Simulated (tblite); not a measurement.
Geometry relaxation, with input and output: C₆H₉NOSi (part 2 of 4)

Continued. System: C₆H₉NOSi, SMILES CO[SiH2]c1ccccn1. Method: GFN2-xTB geometry optimisation, gas phase (tblite 0.8.0). It belongs to a series of runs on one base structure; here: ring CH replaced by N.

Geometry of the input (Å):
```
C  3.4963  0.5895  -0.2241
O  2.2422  0.7774  0.4199
Si 1.3401  -0.6416  0.1031
C  -0.4887  -0.3218  0.1094
C  -1.0418  0.8808  -0.2425
C  -2.4245  1.0418  -0.2141
C  -3.1802  -0.0315  0.1954
C  -2.6282  -1.2445  0.5726
N  -1.2667  -1.3551  0.5129
H  3.3484  0.9110  -1.2767
H  4.2956  1.1453  0.2885
H  3.7176  -0.5070  -0.1560
H  1.6956  -1.1515  -1.2405
H  1.7295  -1.7155  1.0399
H  -0.4180  1.7358  -0.5718
H  -2.9116  1.9692  -0.4757
H  -4.2773  0.0201  0.2584
H  -3.2371  -2.0960  0.8895
```

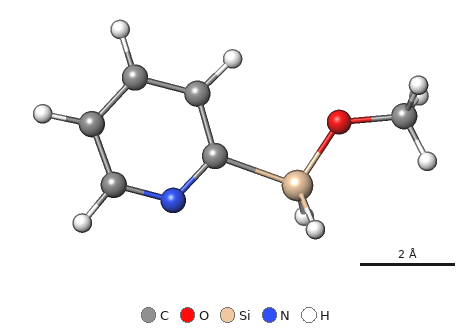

The geometry at step 55 of the log (ball-and-stick view, seen on its broad side).

**Trajectory as extended XYZ, continued**
```
18
Properties=species:S:1:pos:R:3:forces:R:3 step=32 energy=-712.21110
C     3.5119    0.6657   -0.2222    0.0130  -0.0080  -0.0380
O     2.1408    0.5057   -0.0122   -0.0120  -0.0170   0.0260
Si    1.2922   -0.8796   -0.0298    0.0580   0.0120  -0.0040
C    -0.5029   -0.3414    0.1238   -0.0290   0.0190   0.0050
C    -1.0400    0.9027   -0.2010   -0.0410  -0.0090   0.0430
C    -2.4157    1.0722   -0.1728   -0.0130  -0.0190   0.0190
C    -3.2135    0.0037    0.2074    0.0080   0.0130   0.0550
C    -2.5809   -1.1729    0.5855   -0.0640   0.0030  -0.0390
N    -1.2756   -1.3495    0.5225   -0.0710   0.0670   0.0150
H     3.6847    1.0250   -1.2384    0.0010   0.0450  -0.0340
H     3.8948    1.4001    0.4874   -0.0170   0.0220   0.0140
H     4.0558   -0.2705   -0.0961   -0.0050  -0.0320   0.0520
H     1.4688   -1.5855   -1.3073    0.0220  -0.0260  -0.0020
H     1.6693   -1.7799    1.0654    0.0020   0.0700  -0.0440
H    -0.3906    1.7264   -0.4625    0.0170  -0.1100  -0.0280
H    -2.8671    2.0203   -0.4377    0.0530  -0.0290  -0.0160
H    -4.2923    0.0832    0.2217    0.0840   0.0080   0.0390
H    -3.1486   -2.0192    0.9546   -0.0070  -0.0080  -0.0620
18
Properties=species:S:1:pos:R:3:forces:R:3 step=36 energy=-712.21681
C     3.4943    0.6719   -0.2225   -0.0120  -0.0030   0.0180
O     2.1193    0.5093   -0.0449   -0.0340   0.0450  -0.0120
Si    1.2960   -0.8886   -0.0492   -0.0720   0.0130  -0.0210
C    -0.5030   -0.3568    0.1121    0.0120  -0.0400   0.0450
C    -1.0328    0.8922   -0.1965    0.0560  -0.0140  -0.0410
C    -2.4040    1.0737   -0.1637    0.0280   0.0310   0.0150
C    -3.2054    0.0127    0.2185   -0.0380   0.0200   0.0060
C    -2.5863   -1.1715    0.5812    0.0220  -0.0100   0.0430
N    -1.2836   -1.3566    0.5130    0.0310  -0.0900  -0.0010
H     3.6892    1.0321   -1.2360    0.0310  -0.0270   0.0300
H     3.8499    1.4098    0.4977    0.0280   0.0260  -0.0090
H     4.0253   -0.2681   -0.0653    0.0540   0.0460  -0.0310
H     1.4923   -1.6152   -1.3125   -0.0010  -0.0090   0.0060
H     1.6937   -1.7545    1.0601    0.0130  -0.0090   0.0220
H    -0.3746    1.7019   -0.4649    0.0650   0.0120  -0.0460
H    -2.8438    2.0244   -0.4277   -0.0040   0.0480  -0.0190
H    -4.2774    0.1011    0.2360   -0.1350   0.0260   0.0460
H    -3.1578   -2.0114    0.9527   -0.0420  -0.0670  -0.0500
18
Properties=species:S:1:pos:R:3:forces:R:3 step=39 energy=-712.22284
C     3.4822    0.6816   -0.2206   -0.0320   0.0230   0.0180
O     2.1028    0.5047   -0.0890   -0.0180  -0.0140  -0.0460
Si    1.2901   -0.9021   -0.0727    0.0950  -0.0250   0.0430
C    -0.5059   -0.3744    0.1142    0.0330  -0.0280  -0.0290
C    -1.0212    0.8816   -0.1936    0.0040  -0.0430  -0.0300
C    -2.3913    1.0784   -0.1490    0.0110   0.0090  -0.0210
C    -3.2053    0.0254    0.2362    0.0070   0.0060  -0.0070
C    -2.5934   -1.1700    0.5837   -0.0320  -0.0050   0.0180
N    -1.2925   -1.3716    0.5106   -0.0310   0.0170  -0.0290
H     3.7105    1.0419   -1.2272    0.0080  -0.0350   0.0250
H     3.7996    1.4289    0.5077    0.0450   0.0290   0.0000
H     4.0253   -0.2476   -0.0397    0.0070   0.0390  -0.0270
H     1.5023   -1.6577   -1.3214   -0.0430   0.0500   0.0750
H     1.7118   -1.7318    1.0596   -0.0120  -0.0120  -0.0260
H    -0.3495    1.6781   -0.4769   -0.0170  -0.0320  -0.0080
H    -2.8197    2.0315   -0.4249   -0.0130   0.0380   0.0200
H    -4.2808    0.1236    0.2585    0.0300   0.0180   0.0430
H    -3.1737   -2.0142    0.9330   -0.0420  -0.0360  -0.0190
18
Properties=species:S:1:pos:R:3:forces:R:3 step=42 energy=-712.22605
C     3.4690    0.6902   -0.2169    0.0400   0.0150  -0.0170
O     2.0888    0.5066   -0.1187    0.0190   0.0120   0.0040
Si    1.2955   -0.9096   -0.0810   -0.0350   0.0250   0.0550
C    -0.5044   -0.3908    0.1088   -0.0490  -0.0070  -0.0350
C    -1.0130    0.8689   -0.1973   -0.0250  -0.0090  -0.0240
C    -2.3812    1.0815   -0.1433   -0.0090  -0.0280  -0.0190
C    -3.2027    0.0339    0.2458    0.0200   0.0000   0.0080
C    -2.6005   -1.1700    0.5854   -0.0100   0.0020  -0.0530
N    -1.3008   -1.3818    0.5032   -0.0140  -0.0120  -0.0080
H     3.7198    1.0421   -1.2193    0.0050   0.0140  -0.0310
H     3.7761    1.4416    0.5120   -0.0070   0.0290   0.0090
H     4.0161   -0.2337   -0.0251   -0.0040   0.0000   0.0110
H     1.5089   -1.6749   -1.3169   -0.0250   0.0040  -0.0050
H     1.7259   -1.7189    1.0562    0.0220  -0.0610   0.0510
H    -0.3353    1.6584   -0.4854   -0.0160  -0.0210  -0.0100
H    -2.8046    2.0400   -0.4180    0.0280  -0.0330   0.0450
H    -4.2778    0.1406    0.2785    0.0510   0.0260   0.0330
H    -3.1886   -2.0177    0.9204    0.0090   0.0450  -0.0150
18
Properties=species:S:1:pos:R:3:forces:R:3 step=45 energy=-712.22948
C     3.4616    0.7013   -0.2157    0.0160   0.0010  -0.0180
O     2.0793    0.5103   -0.1445    0.0390  -0.0090   0.0630
Si    1.2974   -0.9129   -0.0766   -0.0440  -0.0090   0.0010
C    -0.5097   -0.4091    0.0987    0.0190  -0.0070   0.0190
C    -1.0088    0.8533   -0.2073    0.0200  -0.0020  -0.0240
C    -2.3723    1.0804   -0.1414    0.0130   0.0090   0.0120
C    -3.1982    0.0423    0.2568   -0.0230  -0.0100  -0.0210
C    -2.6099   -1.1710    0.5780    0.0460  -0.0280  -0.0360
N    -1.3125   -1.3940    0.4935    0.0410  -0.0560  -0.0350
H     3.7293    1.0435   -1.2166    0.0030   0.0480  -0.0350
H     3.7552    1.4584    0.5151   -0.0380  -0.0020  -0.0310
H     4.0081   -0.2197   -0.0111    0.0050  -0.0120   0.0340
H     1.5101   -1.6846   -1.3097   -0.0150  -0.0050   0.0060
H     1.7434   -1.7161    1.0618    0.0030  -0.0110   0.0300
H    -0.3241    1.6334   -0.4984    0.0060   0.0230  -0.0320
H    -2.7856    2.0444   -0.4037   -0.0070   0.0180   0.0200
H    -4.2678    0.1632    0.3076   -0.0650   0.0320   0.0270
H    -3.2042   -2.0168    0.9020   -0.0200   0.0190   0.0190
18
Properties=species:S:1:pos:R:3:forces:R:3 step=48 energy=-712.23163
C     3.4685    0.7051   -0.2185   -0.0210  -0.0170  -0.0060
O     2.0871    0.5080   -0.1380   -0.0220  -0.0340   0.0400
Si    1.2960   -0.9119   -0.0665    0.0640  -0.0310  -0.0070
C    -0.5117   -0.4140    0.1001    0.0270   0.0080  -0.0070
C    -1.0091    0.8471   -0.2148    0.0040   0.0040   0.0080
C    -2.3716    1.0789   -0.1414   -0.0040   0.0040   0.0070
C    -3.1997    0.0430    0.2590   -0.0030  -0.0040  -0.0110
C    -2.6117   -1.1748    0.5692   -0.0200   0.0000  -0.0100
N    -1.3144   -1.4021    0.4885   -0.0120   0.0270  -0.0370
H     3.7326    1.0492   -1.2215   -0.0210   0.0030   0.0120
H     3.7561    1.4661    0.5098   -0.0050   0.0050  -0.0220
H     4.0162   -0.2146   -0.0089    0.0200   0.0170   0.0070
H     1.5000   -1.6804   -1.3036   -0.0030  -0.0100   0.0140
H     1.7438   -1.7228    1.0698   -0.0180   0.0300  -0.0110
H    -0.3247    1.6264   -0.5111    0.0030   0.0000  -0.0180
H    -2.7829    2.0455   -0.3978   -0.0040   0.0170   0.0140
H    -4.2697    0.1741    0.3241    0.0130  -0.0070   0.0120
H    -3.2136   -2.0163    0.8898    0.0020  -0.0100   0.0160
18
Properties=species:S:1:pos:R:3:forces:R:3 step=52 energy=-712.23316
C     3.4586    0.7106   -0.2181    0.0070   0.0170   0.0290
O     2.0787    0.4998   -0.1494    0.0410   0.0000  -0.0010
Si    1.3013   -0.9252   -0.0717   -0.0730   0.0070  -0.0060
C    -0.5089   -0.4238    0.0896   -0.0280  -0.0060  -0.0300
C    -1.0027    0.8407   -0.2188    0.0040   0.0070  -0.0090
C    -2.3639    1.0805   -0.1368    0.0110   0.0100  -0.0030
C    -3.1973    0.0479    0.2618    0.0110   0.0160   0.0170
C    -2.6159   -1.1754    0.5609    0.0210   0.0060   0.0070
N    -1.3198   -1.4082    0.4714    0.0110  -0.0180   0.0070
H     3.7353    1.0551   -1.2178   -0.0510  -0.0250   0.0030
H     3.7289    1.4798    0.5081   -0.0010   0.0140  -0.0060
H     4.0162   -0.1996    0.0071    0.0060   0.0110  -0.0110
H     1.5001   -1.7034   -1.3006    0.0200  -0.0270  -0.0130
H     1.7516   -1.7156    1.0737   -0.0010  -0.0150   0.0280
H    -0.3155    1.6158   -0.5204   -0.0040   0.0090   0.0020
H    -2.7703    2.0527   -0.3822    0.0070  -0.0040   0.0090
H    -4.2646    0.1876    0.3420   -0.0040  -0.0030  -0.0030
H    -3.2205   -2.0129    0.8895    0.0220   0.0000  -0.0200
18
Properties=species:S:1:pos:R:3:forces:R:3 step=55 energy=-712.23447
C     3.4509    0.7198   -0.2140    0.0060  -0.0110  -0.0090
O     2.0757    0.4849   -0.1643   -0.0350   0.0030   0.0110
Si    1.2990   -0.9406   -0.0782    0.0090  -0.0050  -0.0060
C    -0.5104   -0.4342    0.0736    0.0070  -0.0080  -0.0130
C    -0.9962    0.8356   -0.2242   -0.0050  -0.0060  -0.0300
C    -2.3549    1.0834   -0.1315   -0.0020   0.0120   0.0080
C    -3.1930    0.0551    0.2675    0.0050   0.0020   0.0260
C    -2.6184   -1.1742    0.5536    0.0220  -0.0030   0.0220
N    -1.3249   -1.4157    0.4543    0.0180  -0.0130   0.0080
H     3.7322    1.0584   -1.2132   -0.0250   0.0040  -0.0350
H     3.6988    1.5001    0.5072   -0.0020   0.0230   0.0120
H     4.0222   -0.1778    0.0227    0.0180  -0.0200   0.0170
H     1.4993   -1.7360   -1.2985    0.0200   0.0000   0.0230
H     1.7562   -1.7111    1.0809   -0.0290  -0.0100  -0.0070
H    -0.3067    1.6068   -0.5298    0.0020   0.0120   0.0140
H    -2.7561    2.0599   -0.3639   -0.0040   0.0240  -0.0070
H    -4.2585    0.2010    0.3603   -0.0030   0.0060  -0.0100
H    -3.2239   -2.0091    0.8857   -0.0010  -0.0100  -0.0270
18
Properties=species:S:1:pos:R:3:forces:R:3 step=58 energy=-712.23560
C     3.4503    0.7201   -0.2122   -0.0110   0.0030  -0.0240
O     2.0763    0.4803   -0.1517   -0.0430   0.0050   0.0180
Si    1.2975   -0.9439   -0.0772    0.0410  -0.0100   0.0110
C    -0.5109   -0.4361    0.0629    0.0150   0.0110   0.0140
C    -0.9958    0.8351   -0.2321   -0.0080   0.0010   0.0090
C    -2.3534    1.0864   -0.1295   -0.0070  -0.0040   0.0120
C    -3.1900    0.0575    0.2729    0.0000  -0.0070  -0.0060
C    -2.6155   -1.1744    0.5524   -0.0110   0.0070  -0.0050
N    -1.3230   -1.4183    0.4471   -0.0050   0.0220  -0.0050
H     3.7144    1.0560   -1.2173    0.0200  -0.0150  -0.0190
H     3.6985    1.5083    0.5010    0.0010   0.0030   0.0070
H     4.0292   -0.1736    0.0263   -0.0080   0.0170  -0.0030
H     1.5040   -1.7430   -1.2924    0.0260  -0.0050  -0.0010
H     1.7482   -1.7135    1.0848   -0.0320  -0.0180  -0.0010
H    -0.3063    1.6083   -0.5338    0.0000  -0.0080   0.0000
H    -2.7540    2.0653   -0.3569    0.0020  -0.0060  -0.0010
H    -4.2562    0.2030    0.3655    0.0200   0.0040   0.0070
H    -3.2221   -2.0110    0.8785    0.0000   0.0000  -0.0110
18
Properties=species:S:1:pos:R:3:forces:R:3 step=61 energy=-712.23640
C     3.4444    0.7210   -0.2135   -0.0090   0.0290   0.0130
O     2.0699    0.4832   -0.1383    0.0320   0.0070  -0.0070
Si    1.3012   -0.9458   -0.0727   -0.0460  -0.0010  -0.0060
C    -0.5097   -0.4396    0.0564   -0.0050   0.0010   0.0190
C    -0.9949    0.8315   -0.2388    0.0190   0.0110   0.0290
C    -2.3508    1.0874   -0.1266    0.0160   0.0000  -0.0020
C    -3.1874    0.0598    0.2780   -0.0050   0.0050  -0.0170
C    -2.6162   -1.1750    0.5480    0.0100  -0.0040  -0.0190
N    -1.3242   -1.4202    0.4390    0.0060  -0.0120   0.0050
H     3.7020    1.0503   -1.2228    0.0100  -0.0240  -0.0030
H     3.6976    1.5134    0.4939    0.0020   0.0080  -0.0100
H     4.0266   -0.1698    0.0296   -0.0270   0.0170  -0.0200
H     1.5171   -1.7422   -1.2871    0.0310  -0.0100  -0.0120
H     1.7439   -1.7150    1.0904   -0.0180  -0.0320   0.0220
H    -0.3040    1.6025   -0.5417    0.0010   0.0070  -0.0080
H    -2.7487    2.0685   -0.3497   -0.0010  -0.0130   0.0020
H    -4.2512    0.2096    0.3776   -0.0200   0.0040   0.0120
H    -3.2244   -2.0134    0.8666    0.0050   0.0060  -0.0010
18
Properties=species:S:1:pos:R:3:forces:R:3 step=65 energy=-712.23758
C     3.4386    0.7270   -0.2143    0.0060  -0.0180  -0.0030
O     2.0676    0.4810   -0.1186   -0.0070  -0.0100  -0.0190
Si    1.3010   -0.9512   -0.0681    0.0130   0.0010   0.0070
C    -0.5081   -0.4406    0.0516    0.0000  -0.0010   0.0050
C    -0.9916    0.8318   -0.2407    0.0030   0.0010   0.0080
C    -2.3466    1.0894   -0.1222   -0.0010  -0.0020  -0.0050
C    -3.1847    0.0624    0.2807    0.0030   0.0000   0.0040
C    -2.6146   -1.1755    0.5395   -0.0120  -0.0040  -0.0050
N    -1.3232   -1.4223    0.4294   -0.0080   0.0020  -0.0010
H     3.6852    1.0388   -1.2322   -0.0060   0.0170   0.0100
H     3.6987    1.5262    0.4823   -0.0070   0.0210  -0.0280
H     4.0256   -0.1590    0.0293    0.0090  -0.0200   0.0130
H     1.5380   -1.7479   -1.2807    0.0120   0.0190   0.0150
H     1.7241   -1.7275    1.1005   -0.0150  -0.0050  -0.0120
H    -0.3029    1.6017   -0.5514    0.0090   0.0040   0.0120
H    -2.7448    2.0712   -0.3404    0.0040   0.0030   0.0000
H    -4.2476    0.2159    0.3920    0.0050  -0.0040  -0.0060
H    -3.2235   -2.0152    0.8517   -0.0060  -0.0050   0.0060
18
Properties=species:S:1:pos:R:3:forces:R:3 step=68 energy=-712.23798
C     3.4371    0.7267   -0.2147   -0.0010  -0.0020  -0.0100
O     2.0659    0.4803   -0.1189    0.0090  -0.0020   0.0020
Si    1.3010   -0.9523   -0.0671    0.0080   0.0020   0.0110
C    -0.5077   -0.4410    0.0514    0.0000   0.0040   0.0000
C    -0.9894    0.8328   -0.2388   -0.0120  -0.0070  -0.0070
C    -2.3449    1.0898   -0.1221   -0.0040   0.0000   0.0110
C    -3.1837    0.0630    0.2808    0.0010  -0.0050  -0.0050
C    -2.6149   -1.1761    0.5371   -0.0050   0.0060   0.0120
N    -1.3234   -1.4230    0.4274   -0.0060   0.0080  -0.0080
H     3.6810    1.0377   -1.2332    0.0070  -0.0030  -0.0050
H     3.6969    1.5323    0.4756   -0.0120  -0.0140  -0.0140
H     4.0241   -0.1595    0.0314    0.0030   0.0180   0.0090
H     1.5473   -1.7476   -1.2775    0.0040   0.0080  -0.0040
H     1.7164   -1.7327    1.1009   -0.0040   0.0000  -0.0010
H    -0.3008    1.6033   -0.5498   -0.0010  -0.0130   0.0220
H    -2.7432    2.0722   -0.3382    0.0070  -0.0020  -0.0010
H    -4.2468    0.2162    0.3929    0.0130   0.0010  -0.0100
H    -3.2235   -2.0157    0.8510   -0.0060   0.0010  -0.0030
18
Properties=species:S:1:pos:R:3:forces:R:3 step=71 energy=-712.23825
C     3.4317    0.7301   -0.2161   -0.0030   0.0100  -0.0020
O     2.0614    0.4765   -0.1276    0.0200   0.0030   0.0080
Si    1.3019   -0.9584   -0.0678   -0.0130   0.0030  -0.0110
C    -0.5077   -0.4463    0.0472   -0.0030  -0.0110  -0.0070
C    -0.9865    0.8291   -0.2401    0.0070  -0.0040   0.0080
C    -2.3403    1.0909   -0.1180    0.0040   0.0030  -0.0050
C    -3.1814    0.0659    0.2837   -0.0020   0.0070   0.0020
C    -2.6170   -1.1759    0.5347    0.0060  -0.0040  -0.0010
N    -1.3267   -1.4266    0.4203    0.0050  -0.0130   0.0090
H     3.6816    1.0375   -1.2343    0.0030  -0.0140  -0.0090
H     3.6808    1.5421    0.4703   -0.0060  -0.0090  -0.0050
H     4.0227   -0.1502    0.0411    0.0010   0.0160   0.0030
H     1.5568   -1.7557   -1.2750   -0.0040   0.0030   0.0000
H     1.7140   -1.7342    1.1038    0.0020   0.0000   0.0070
H    -0.2949    1.5971   -0.5491    0.0020   0.0020   0.0140
H    -2.7347    2.0751   -0.3312   -0.0010   0.0050   0.0000
H    -4.2425    0.2239    0.4005   -0.0160   0.0010  -0.0080
H    -3.2282   -2.0146    0.8459   -0.0030   0.0020  -0.0020
18
Properties=species:S:1:pos:R:3:forces:R:3 step=74 energy=-712.23844
C     3.4313    0.7326   -0.2179    0.0030  -0.0020  -0.0020
O     2.0630    0.4712   -0.1331   -0.0130   0.0020   0.0050
Si    1.3011   -0.9622   -0.0701    0.0070  -0.0010   0.0000
C    -0.5078   -0.4481    0.0456    0.0010  -0.0070   0.0000
C    -0.9853    0.8286   -0.2378    0.0060  -0.0010   0.0110
C    -2.3388    1.0921   -0.1161    0.0010  -0.0030  -0.0060
C    -3.1809    0.0670    0.2837   -0.0010   0.0010   0.0000
C    -2.6170   -1.1753    0.5350   -0.0060   0.0000  -0.0090
N    -1.3272   -1.4281    0.4191   -0.0030  -0.0020   0.0040
H     3.6846    1.0369   -1.2362   -0.0030  -0.0100  -0.0070
H     3.6714    1.5477    0.4670    0.0060   0.0150   0.0000
H     4.0271   -0.1418    0.0463    0.0050  -0.0040   0.0030
H     1.5582   -1.7627   -1.2745   -0.0080   0.0020  -0.0030
H     1.7081   -1.7375    1.1046    0.0040   0.0090  -0.0020
H    -0.2925    1.5973   -0.5424    0.0040   0.0020   0.0060
H    -2.7321    2.0770   -0.3291    0.0010  -0.0010   0.0040
H    -4.2426    0.2252    0.3984   -0.0020  -0.0020  -0.0050
H    -3.2293   -2.0134    0.8459   -0.0020   0.0020   0.0000
```
